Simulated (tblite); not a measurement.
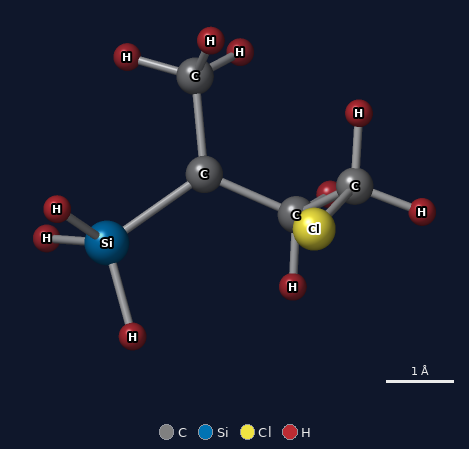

The starting structure (ball-and-stick view, seen at a tilt).

Geometry relaxation, with input and output: C$_{4}$H$_{10}$ClSi

- system: C$_{4}$H$_{10}$ClSi, multiplicity 2, SMILES C[C]([SiH3])CCCl
- method: GFN2-xTB geometry optimisation, gas phase (tblite 0.8.0)

It belongs to a series of runs on one base structure; here: H removed from sp3 C.

The program's output:
```
step      E/eV     max force
  0    -540.75137    1.163
  1    -540.78725    0.314
  2    -540.79886    0.292
  3    -540.80903    0.221
  4    -540.81292    0.190
  5    -540.81571    0.127
  6    -540.81724    0.121
  7    -540.81871    0.083
  8    -540.81973    0.090
  9    -540.82059    0.081
 10    -540.82140    0.091
 11    -540.82224    0.075
 12    -540.82301    0.066
 13    -540.82370    0.061
 14    -540.82436    0.060
 15    -540.82501    0.058
 16    -540.82554    0.050
 17    -540.82588    0.042
 18    -540.82611    0.044
 19    -540.82632    0.041
 20    -540.82656    0.050
 21    -540.82682    0.042
 22    -540.82711    0.055
 23    -540.82741    0.054
 24    -540.82768    0.036
 25    -540.82792    0.035
 26    -540.82814    0.034
 27    -540.82834    0.042
 28    -540.82852    0.039
 29    -540.82868    0.028
 30    -540.82887    0.036
 31    -540.82910    0.043
 32    -540.82938    0.048
 33    -540.82966    0.045
 34    -540.82991    0.037
 35    -540.83016    0.034
 36    -540.83041    0.041
 37    -540.83063    0.036
 38    -540.83079    0.026
 39    -540.83091    0.027
 40    -540.83103    0.037
 41    -540.83118    0.036
 42    -540.83131    0.028
 43    -540.83141    0.026
 44    -540.83151    0.026
 45    -540.83164    0.039
 46    -540.83182    0.040
 47    -540.83202    0.036
 48    -540.83219    0.032
 49    -540.83234    0.029
 50    -540.83251    0.041
 51    -540.83274    0.041
 52    -540.83302    0.047
 53    -540.83327    0.035
 54    -540.83347    0.044
 55    -540.83369    0.048
 56    -540.83397    0.045
 57    -540.83429    0.052
 58    -540.83455    0.040
 59    -540.83471    0.030
 60    -540.83483    0.026
 61    -540.83493    0.026
 62    -540.83502    0.025
 63    -540.83508    0.022
 64    -540.83515    0.023
 65    -540.83524    0.041
 66    -540.83537    0.047
 67    -540.83556    0.040
 68    -540.83569    0.032
 69    -540.83584    0.031
 70    -540.83605    0.060
 71    -540.83632    0.072
 72    -540.83660    0.055
 73    -540.83681    0.035
 74    -540.83701    0.034
 75    -540.83731    0.066
 76    -540.83781    0.104
 77    -540.83848    0.117
 78    -540.83892    0.079
 79    -540.83943    0.029
 80    -540.83957    0.032
 81    -540.83971    0.025
 82    -540.83981    0.025
 83    -540.83988    0.021
 84    -540.83994    0.021
 85    -540.84000    0.019
 86    -540.84006    0.019
 87    -540.84011    0.017
 88    -540.84015    0.015
 89    -540.84018    0.014
 90    -540.84021    0.015
 91    -540.84024    0.014
 92    -540.84026    0.014
 93    -540.84028    0.012
 94    -540.84029    0.011
 95    -540.84030    0.011
 96    -540.84031    0.007
```

Trajectory as extended XYZ (Å, eV, eV/Å), 7 of the 97 frames kept, from step=0 to step=96:
```
16
Properties=species:S:1:pos:R:3:forces:R:3 step=0 energy=-540.75137
C    -0.9798    1.0671    0.9203   -0.1440   0.2260  -0.2210
C    -0.4744    0.2191   -0.1980    0.8210   0.2860   0.2680
Si   -1.5601   -1.0162   -0.9791   -0.8270  -0.6570  -0.4860
C     0.9789    0.3225   -0.5949   -0.4900   0.0760   0.5830
C     1.9739   -0.1480    0.4899    0.0180   0.5610  -0.1120
Cl    1.8781   -1.9021    0.7673   -0.0730   0.0910  -0.0230
H    -2.0800    1.1510    0.9132    0.4720  -0.2510  -0.0240
H    -0.6751    0.6697    1.8952   -0.0420   0.0320  -0.0950
H    -0.5868    2.0839    0.8367    0.1170  -0.0200   0.1020
H    -0.8250   -1.7897   -1.9962   -0.0750   0.1220   0.1620
H    -2.1291   -1.9282    0.0417    0.0550   0.1200  -0.1820
H    -2.6911   -0.3053   -1.6476    0.2130  -0.1950   0.1660
H     1.1707   -0.2257   -1.5101   -0.0560  -0.2660  -0.0750
H     1.1938    1.3680   -0.8152    0.2060   0.2590   0.1520
H     2.9938    0.0814    0.1603   -0.1000  -0.1580   0.0460
H     1.8046    0.3612    1.4501   -0.0930  -0.2240  -0.2620
16
Properties=species:S:1:pos:R:3:forces:R:3 step=16 energy=-540.82554
C    -0.9432    1.0685    0.9043   -0.0130   0.0220   0.0180
C    -0.4536    0.1990   -0.1957   -0.0020   0.0320  -0.0230
Si   -1.5842   -1.0442   -0.9795   -0.0370  -0.0170  -0.0290
C     0.9734    0.3498   -0.5922    0.0390   0.0040   0.0140
C     1.9593   -0.1171    0.4850    0.0160   0.0260   0.0110
Cl    1.8099   -1.8715    0.7546   -0.0130  -0.0320   0.0170
H    -2.0288    1.1291    0.8954   -0.0160   0.0040   0.0040
H    -0.6529    0.6709    1.8823    0.0150  -0.0210  -0.0020
H    -0.5309    2.0775    0.8357    0.0230   0.0030  -0.0030
H    -0.8267   -1.7884   -1.9838    0.0040  -0.0100  -0.0060
H    -2.1623   -1.9565    0.0151    0.0320  -0.0040   0.0140
H    -2.7114   -0.3468   -1.6233    0.0270  -0.0050   0.0140
H     1.1766   -0.2077   -1.5074   -0.0170  -0.0100  -0.0120
H     1.2075    1.4060   -0.7771   -0.0200   0.0290   0.0060
H     2.9887    0.0709    0.1790   -0.0010  -0.0210  -0.0200
H     1.7712    0.3696    1.4411   -0.0370   0.0010   0.0000
16
Properties=species:S:1:pos:R:3:forces:R:3 step=32 energy=-540.82938
C    -0.9319    1.0728    0.9010   -0.0180   0.0110   0.0120
C    -0.4603    0.2211   -0.2216    0.0280   0.0240   0.0120
Si   -1.5731   -1.0544   -0.9811   -0.0070   0.0200  -0.0010
C     0.9710    0.3659   -0.6043    0.0360   0.0030   0.0160
C     1.9358   -0.1194    0.4856   -0.0080   0.0170  -0.0180
Cl    1.7369   -1.8685    0.7710    0.0060   0.0140  -0.0040
H    -2.0163    1.1531    0.9040   -0.0170   0.0010  -0.0150
H    -0.6413    0.6425    1.8656   -0.0030  -0.0070  -0.0060
H    -0.4996    2.0751    0.8552    0.0000  -0.0140  -0.0030
H    -0.8217   -1.7967   -1.9925    0.0060   0.0130  -0.0020
H    -2.0977   -1.9754    0.0351   -0.0030   0.0010  -0.0020
H    -2.7167   -0.3720   -1.6095    0.0040  -0.0290   0.0210
H     1.1771   -0.1808   -1.5256    0.0040  -0.0110   0.0120
H     1.2156    1.4235   -0.7700   -0.0180   0.0060  -0.0090
H     2.9723    0.0419    0.1855   -0.0280  -0.0330   0.0210
H     1.7422    0.3803    1.4351    0.0170  -0.0170  -0.0350
16
Properties=species:S:1:pos:R:3:forces:R:3 step=48 energy=-540.83219
C    -0.9384    1.0833    0.8934    0.0070   0.0020  -0.0040
C    -0.4601    0.2486   -0.2389    0.0150  -0.0010   0.0160
Si   -1.5550   -1.0576   -0.9717    0.0080   0.0090   0.0110
C     0.9755    0.3819   -0.6119    0.0030   0.0060   0.0070
C     1.9241   -0.1284    0.4789   -0.0040   0.0110   0.0080
Cl    1.6552   -1.8645    0.7796    0.0140  -0.0250   0.0000
H    -2.0218    1.1849    0.8705    0.0220   0.0070   0.0070
H    -0.6778    0.6159    1.8497   -0.0290   0.0130  -0.0040
H    -0.4827    2.0758    0.8867   -0.0070  -0.0070  -0.0090
H    -0.7921   -1.7574   -2.0047   -0.0230  -0.0080  -0.0080
H    -2.0207   -1.9975    0.0563    0.0090  -0.0180  -0.0130
H    -2.7445   -0.4202   -1.5559    0.0010  -0.0030  -0.0020
H     1.1803   -0.1648   -1.5337   -0.0040   0.0130  -0.0010
H     1.2305    1.4377   -0.7700    0.0040   0.0020  -0.0050
H     2.9663   -0.0128    0.1807   -0.0080  -0.0150  -0.0130
H     1.7536    0.3841    1.4244   -0.0080   0.0140   0.0070
16
Properties=species:S:1:pos:R:3:forces:R:3 step=64 energy=-540.83515
C    -0.9538    1.1100    0.8764    0.0010   0.0050   0.0080
C    -0.4569    0.2573   -0.2340   -0.0110   0.0090   0.0080
Si   -1.5328   -1.0736   -0.9535    0.0010   0.0040   0.0060
C     0.9790    0.3941   -0.6036   -0.0180  -0.0040  -0.0010
C     1.9252   -0.1490    0.4739   -0.0050   0.0200   0.0000
Cl    1.6025   -1.8734    0.7917    0.0100  -0.0030  -0.0110
H    -2.0288    1.2635    0.7972    0.0110  -0.0020  -0.0040
H    -0.7744    0.6276    1.8437    0.0010  -0.0040  -0.0070
H    -0.4541    2.0802    0.9023    0.0040  -0.0070  -0.0170
H    -0.8037   -1.7125   -2.0488    0.0000   0.0050  -0.0080
H    -1.9108   -2.0808    0.0467    0.0080   0.0020   0.0040
H    -2.7698   -0.4598   -1.4564   -0.0080   0.0000   0.0050
H     1.1769   -0.1305   -1.5394    0.0130  -0.0030   0.0000
H     1.2398    1.4523   -0.7355    0.0060  -0.0150  -0.0030
H     2.9649   -0.0739    0.1553    0.0000  -0.0010   0.0010
H     1.7891    0.3775    1.4174   -0.0120  -0.0060   0.0190
16
Properties=species:S:1:pos:R:3:forces:R:3 step=80 energy=-540.83957
C    -0.9562    1.1560    0.8397    0.0010  -0.0120  -0.0020
C    -0.4594    0.2656   -0.2404    0.0000  -0.0040  -0.0150
Si   -1.5286   -1.0842   -0.9343    0.0120  -0.0040   0.0010
C     0.9817    0.3803   -0.5944    0.0030   0.0060  -0.0100
C     1.9099   -0.1708    0.4940    0.0000  -0.0130   0.0100
Cl    1.6450   -1.9193    0.7287    0.0000   0.0320  -0.0030
H    -2.0154    1.3705    0.7083   -0.0020   0.0110  -0.0070
H    -0.8561    0.6708    1.8161    0.0100  -0.0030   0.0150
H    -0.3992    2.0936    0.8811   -0.0200  -0.0040  -0.0010
H    -0.8721   -1.6055   -2.1338    0.0000  -0.0050  -0.0040
H    -1.7381   -2.1761    0.0265   -0.0070  -0.0020  -0.0020
H    -2.8435   -0.5264   -1.2764    0.0090   0.0100   0.0180
H     1.1913   -0.1472   -1.5260   -0.0160  -0.0070  -0.0100
H     1.2558    1.4347   -0.7229    0.0140   0.0120  -0.0090
H     2.9561   -0.0446    0.2150   -0.0020  -0.0050   0.0030
H     1.7211    0.3116    1.4521   -0.0040  -0.0130   0.0160
16
Properties=species:S:1:pos:R:3:forces:R:3 step=96 energy=-540.84031
C    -0.9565    1.1614    0.8318   -0.0020   0.0000  -0.0020
C    -0.4564    0.2702   -0.2467   -0.0010  -0.0020   0.0010
Si   -1.5224   -1.0875   -0.9290   -0.0020   0.0040  -0.0050
C     0.9857    0.3811   -0.5970   -0.0010   0.0000   0.0010
C     1.9038   -0.1732    0.4986    0.0030  -0.0050   0.0040
Cl    1.6435   -1.9236    0.7135    0.0010   0.0040   0.0030
H    -2.0139    1.3810    0.6929   -0.0020  -0.0040  -0.0010
H    -0.8642    0.6759    1.8093    0.0040   0.0010  -0.0010
H    -0.3989    2.0980    0.8769    0.0000   0.0000  -0.0020
H    -0.8889   -1.5916   -2.1486   -0.0040   0.0030   0.0000
H    -1.7061   -2.1952    0.0189    0.0000   0.0000   0.0030
H    -2.8466   -0.5271   -1.2265   -0.0010  -0.0030   0.0010
H     1.1943   -0.1518   -1.5261   -0.0010   0.0040  -0.0020
H     1.2663    1.4337   -0.7289    0.0010   0.0020  -0.0010
H     2.9530   -0.0401    0.2346    0.0010  -0.0020   0.0020
H     1.6997    0.2977    1.4595    0.0010  -0.0010   0.0000
```

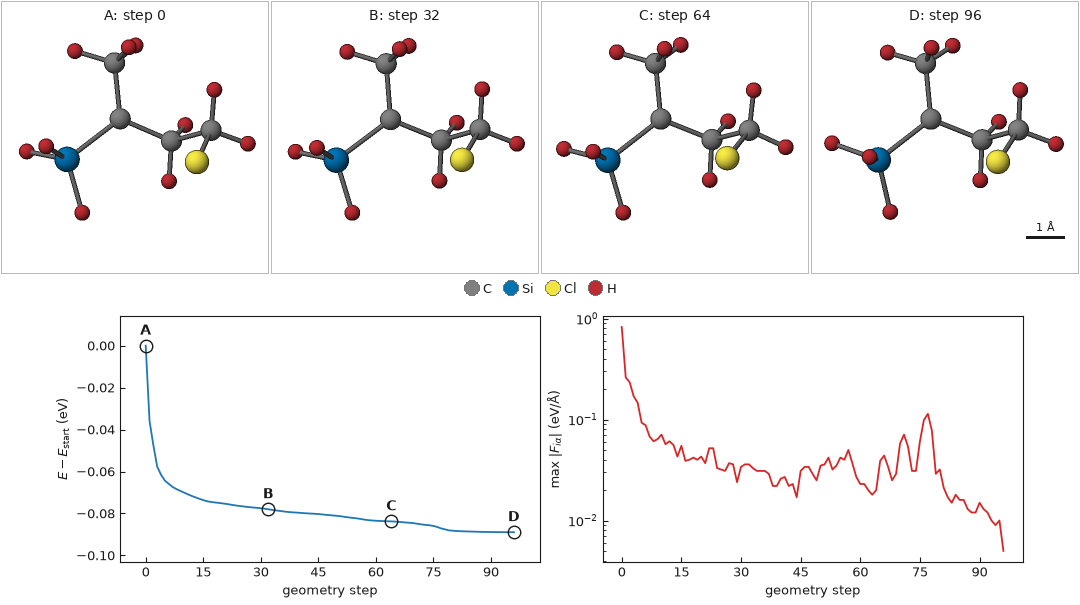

Frames of the relaxation (ball-and-stick view, seen at a tilt) above the curves, on which the letters mark them (steps are counted from 0).

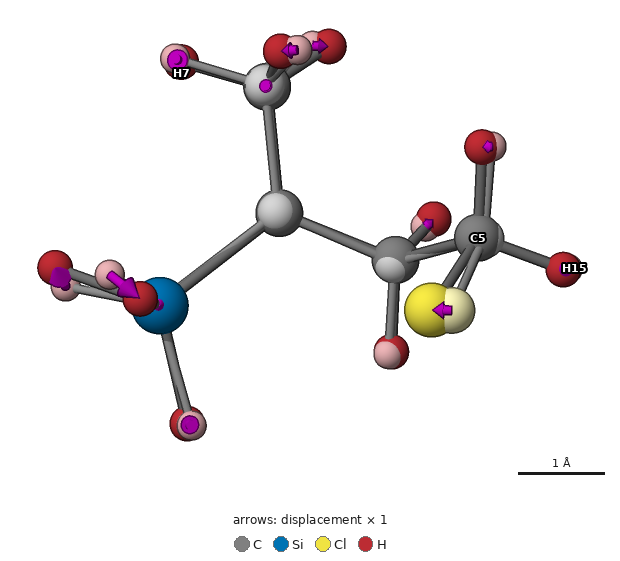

Start (faint) and end (solid) with the displacements as pink arrows, at true length (ball-and-stick view, seen at a tilt). The two geometries are laid on each other by the best rigid fit. Over 96 geometry steps the energy falls by 0.089 eV. Largest force component: 0.83 eV/Å at the start, 0.005 eV/Å at the end. The largest moves after the best rigid fit, 0.50 Å, are those of H11 and H12. Largest moves by element: H 0.50 Å, Cl 0.24 Å, C 0.13 Å, Si 0.10 Å. Among the contacts that change: C2–Si3 1.821 → 1.856 Å, Si3–H12 1.494 → 1.468 Å, C2–C4 1.510 → 1.488 Å, C1–H7 1.103 → 1.089 Å. Among the angles that change: C2–Si3–H10 110.8° → 108.0°, H7–C1–H9 106.7° → 109.2°, C2–C4–H14 108.0° → 110.3°. (Atoms are counted from 1 in the order of the input.)

This output came from the following input.

The input:
```
{"job": {"kind": "relax", "xc": "GFN2-xTB", "basis": "xTB"}, "charge": 0, "multiplicity": 2}
C     -0.979800     1.067100     0.920300
C     -0.474400     0.219100    -0.198000
Si    -1.560100    -1.016200    -0.979100
C      0.978900     0.322500    -0.594900
C      1.973900    -0.148000     0.489900
Cl     1.878100    -1.902100     0.767300
H     -2.080000     1.151000     0.913200
H     -0.675100     0.669700     1.895200
H     -0.586800     2.083900     0.836700
H     -0.825000    -1.789700    -1.996200
H     -2.129100    -1.928200     0.041700
H     -2.691100    -0.305300    -1.647600
H      1.170700    -0.225700    -1.510100
H      1.193800     1.368000    -0.815200
H      2.993800     0.081400     0.160300
H      1.804600     0.361200     1.450100
```

The first line tells a small driver script what to run in tblite; the rest is the geometry in Å.

Launched with:
```bash
OMP_NUM_THREADS=1 python <driver script> task.json out
```

Results in brief:

- outcome: converged
- total energy: −540.8403 eV
- hardware: 1 CPU thread, shared host
- wall time: 0.53 s
- peak memory: 0.18 GiB
